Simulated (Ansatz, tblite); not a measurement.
# The cluster B8P8: spin states and exact exchange

Is the singlet the ground state of the cluster B8P8? Other spin states are computed and compared level by level.

The runs use Ansatz 0.2.0, Gaussian basis; as each input shows.

The runs, in order: triplet, at the geometry of the singlet (GFN1-xTB, GFN2-xTB, PBE0-D4/def2-SVP, PBE-D4/def2-SVP); the singlet's energies come from earlier runs.

8 further runs of the same task are left out: 6 that didn't finish, 2 set aside as unsound or not needed.

## (1) The structure

The geometry is that of the singlet, from an earlier relaxation (r2SCAN-D4/def2-SVP).

16 atoms, charge 0, spin multiplicity 1.

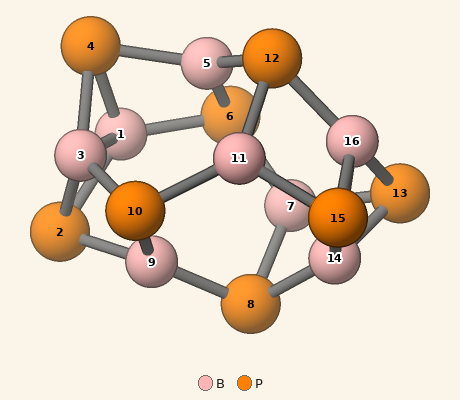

The structure; boron pink, phosphorus orange; atoms are numbered from 1 in the order of the file.

## (2) Triplet at the fixed geometry, GFN1-xTB

Tight binding, by tblite at 300 K electronic temperature and without a spin-polarisation term:

```python
tblite.interface.Calculator('GFN1-xTB', numbers, positions, charge=0, uhf=2).singlepoint()
```

Energy -870.3847 eV; 0.036 s.

## (3) Triplet at the fixed geometry, GFN2-xTB

Tight binding, by tblite at 300 K electronic temperature and without a spin-polarisation term:

```python
tblite.interface.Calculator('GFN2-xTB', numbers, positions, charge=0, uhf=2).singlepoint()
```

Energy -808.9249 eV; 0.044 s.

## (4) Triplet at the fixed geometry, PBE0-D4/def2-SVP

Contents of in.yaml:

```yaml
crystal:
  periodic: [false, false, false]
  atoms:
    - {symbol: B, position_ang: [-0.999339, 0.129375, 2.151991]}
    - {symbol: P, position_ang: [-0.124386, -1.575508, 2.608364]}
    - {symbol: B, position_ang: [0.994054, -0.122532, 2.154861]}
    - {symbol: P, position_ang: [0.117978, 1.583790, 2.603642]}
    - {symbol: B, position_ang: [-0.490088, 1.656141, 0.756894]}
    - {symbol: P, position_ang: [-2.118900, 0.692485, 0.693367]}
    - {symbol: B, position_ang: [-1.654015, -0.490425, -0.761400]}
    - {symbol: P, position_ang: [-0.690555, -2.119227, -0.694565]}
    - {symbol: B, position_ang: [0.488232, -1.653722, 0.763359]}
    - {symbol: P, position_ang: [2.117192, -0.690247, 0.700778]}
    - {symbol: B, position_ang: [1.655857, 0.488001, -0.758892]}
    - {symbol: P, position_ang: [0.692260, 2.117013, -0.699614]}
    - {symbol: P, position_ang: [-1.576431, 0.117066, -2.608125]}
    - {symbol: B, position_ang: [-0.123352, -1.000125, -2.151960]}
    - {symbol: P, position_ang: [1.582847, -0.125369, -2.603853]}
    - {symbol: B, position_ang: [0.128658, 0.993285, -2.154850]}
basis:
  gaussian: {orbitals: def2-SVP}
magnetization: {spin_polarized: true, initial_magnetization: 2}
hamiltonian: {xc: pbe0, dispersion: d4}
scf: {omitted_lower_state_checks: [starts]}
output: {orbitals: {seedname: orbitals}}
```

Command:

```sh
$ ansatz run in.yaml --threads 4 --pin off --events-out ev --progress --plain --max-ram 6963MiB
```

Output:

```text
Functional definition: PBE0
  name "PBE0"
  cite "Adamo & Barone, J. Chem. Phys. 110, 6158 (1999) doi:10.1063/1.478522"
  cite "Perdew, Burke & Ernzerhof, Phys. Rev. Lett. 77, 3865 (1996) doi:10.1103/PhysRevLett.77.3865"
  parent pbe
  parameter a = 0.25
  parameter kappa = 0.804
  parameter beta = 0.06672455060314922
  exchange = (1 - a)*pbe_x(kappa = kappa, mu = beta*pi^2/3) + a*exact_x
  correlation = pbe_c(beta = beta)
these checks for a lower state are left out or cut short: starts
2416 factors; integrals over basis functions are off by at most 9.1e-4 eV
mean field evaluation 1: about -79649.5258 eV, gradient 3.9e1 eV
mean field evaluation 2: about -79623.1240 eV, gradient 7.9e1 eV
mean field evaluation 4: about -79658.3216 eV, gradient 4.6e0 eV
mean field evaluation 8: about -79658.6808 eV, gradient 1.4e-1 eV
mean field evaluation 16: about -79658.6811 eV, gradient 4.0e-4 eV
mean field evaluation 32: about -79658.7321 eV, gradient 5.5e-2 eV
mean field -79658.73403879 eV, -2927.4044812963 hartree, gradient 9.1e-6 eV, S^2 2.009827; 1 other end points of the search recorded, 0 dependent functions left out
reference -79658.73407093 eV, -2927.4044824776 hartree; 81, 79 occupied and 175, 177 virtual orbitals, 2416 factors
Total energy: -79660.35617234 eV, -2927.4640936049 hartree
Checks for a lower state left out: starts
```

It took 2.3 min on 4 threads of Arm Neoverse V1, shared host; peak memory 2.3 GiB.

Report: HOMO -5.16 eV, LUMO -5.93 eV (over both spins; with the spin held, an empty level of the minority spin lies below the top filled one); ⟨S²⟩ 2.010 (pure: 2.00); the next solution that the search met lies 0.053 eV higher.

## (5) Triplet at the fixed geometry, PBE-D4/def2-SVP

start.molden holds the orbitals of an earlier run on this state, given as this run's starting guess.

in.yaml, as its differences from that of step 4:

```diff
@@ -20,5 +20,5 @@
 basis:
-  gaussian: {orbitals: def2-SVP}
+  gaussian: {orbitals: def2-SVP, initial_orbitals: start.molden}
 magnetization: {spin_polarized: true, initial_magnetization: 2}
-hamiltonian: {xc: pbe0, dispersion: d4}
+hamiltonian: {xc: pbe, dispersion: d4}
 scf: {omitted_lower_state_checks: [starts]}
```

Same command.

Output:

```text
Functional definition: PBE
  name "PBE"
  cite "Perdew, Burke & Ernzerhof, Phys. Rev. Lett. 77, 3865 (1996) doi:10.1103/PhysRevLett.77.3865"
  parent pbe
  parameter kappa = 0.804
  parameter beta = 0.06672455060314922
  exchange = pbe_x(kappa = kappa, mu = beta*pi^2/3)
  correlation = pbe_c(beta = beta)
these checks for a lower state are left out or cut short: starts
2888 factors; their error is unknown
mean field evaluation 1: about -79652.0344 eV, gradient 7.7e0 eV
mean field evaluation 2: about -79652.2647 eV, gradient 3.0e-1 eV
mean field evaluation 4: about -79652.2123 eV, gradient 3.9e-3 eV
mean field evaluation 8: about -79652.2123 eV, gradient 2.5e-5 eV
mean field evaluation 16: about -79652.2123 eV, gradient 9.0e-6 eV
mean field -79652.21232411 eV, -2927.1648127024 hartree, gradient 9.0e-6 eV, S^2 2.004266; 0 other end points of the search recorded, 0 dependent functions left out
reference -79652.21236680 eV, -2927.1648142714 hartree; 81, 79 occupied and 175, 177 virtual orbitals, 2888 factors
Total energy: -79654.05307248 eV, -2927.2324589572 hartree
Checks for a lower state left out: starts
```

Run time: 56 s. Hardware: 4 threads of Arm Neoverse V1, shared host; peak memory 1.6 GiB.

From the report: HOMO -4.60 eV, LUMO -6.10 eV (over both spins; with the spin held, an empty level of the minority spin lies below the top filled one); ⟨S²⟩ 2.004 (pure: 2.00).

## (6) Triplet less singlet, vertical

The singlet's energies are those of its earlier runs, whose logs aren't repeated here.

```tsv
level	triplet less singlet, vertical (eV)	time
GFN1-xTB	+0.928	0.064 s
GFN2-xTB	+1.518	0.074 s
PBE-D4/def2-SVP	+1.584	68 s
PBE0-D4/def2-SVP	+2.026	2.6 min
```

Times add the two runs; a level without a time comes out of a correlated run. Tight binding without a spin term can't rank spin states.

## (7) Results

| quantity | value |
| --- | --- |
| triplet less singlet, vertical, functionals in def2-SVP | +1.584 (PBE-D4) to +2.026 eV (PBE0-D4) |

In words: All functionals put the triplet above the singlet, over a spread of 0.442 eV. The checks for a lower triplet were left out, so another state of that spin may lie lower. These are electronic energies, without zero-point motion, entropy or surroundings.
